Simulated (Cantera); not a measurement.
Charge: 1 mol PbO, 0.92 mol O2, 0.45 mol H2, held at 1300 Pa.

Method: chemical equilibrium by Gibbs-energy minimisation in Cantera with the NASA 1993 tables (ideal gas, pure condensed phases). Candidate condensed phases: H2O, Pb, PbO, PbO2, Pb3O4; 12 gas species. Gases not in the tables: (PbO)n polymers. The numbers say what is thermodynamically allowed, not how fast it happens.

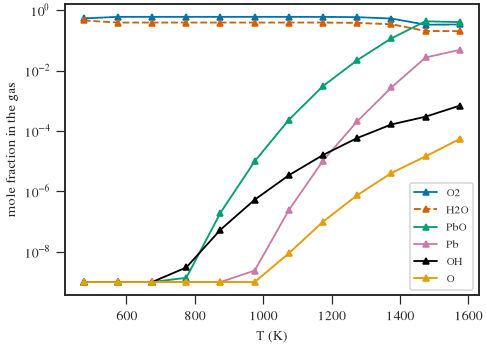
Figure: Equilibrium gas composition (values under 1e-9 drawn at 1e-9)

At 475 K the condensed part is Pb3O4(s). From 575 K to 675 K the condensed part is PbO(red). From 775 K to 1075 K the condensed part is PbO(yellow). From 1175 K to 1375 K the condensed part is PbO(l). From 1475 K to 1575 K nothing is condensed.
